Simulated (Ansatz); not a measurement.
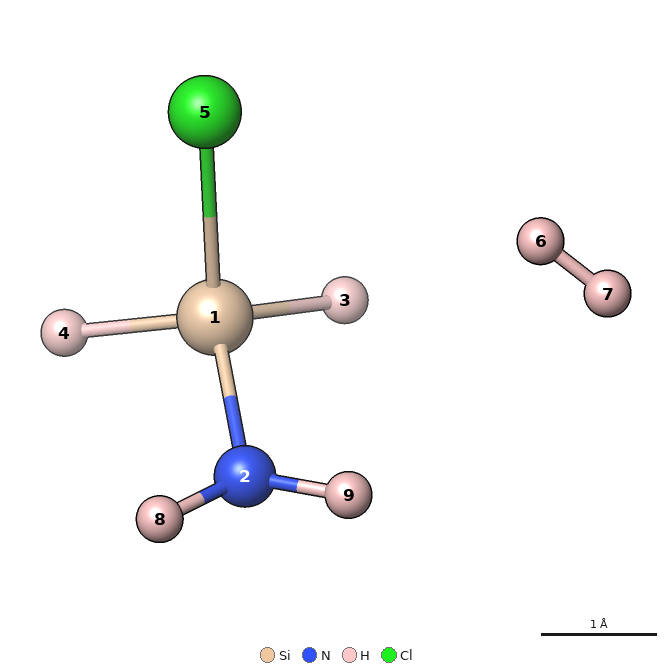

Orthographic view. Atoms fade into the background with distance from the viewer. The computed structure is the end point of a PBE0-D4/def2-TZVP optimisation. No frequency run is at hand to confirm it as a minimum.

List the bonded neighbours of every atom.

Si1: N2, H3, H4, Cl5
N2: Si1, H8, H9
H3: Si1
H4: Si1
Cl5: Si1
H6: H7
H7: H6
H8: N2
H9: N2
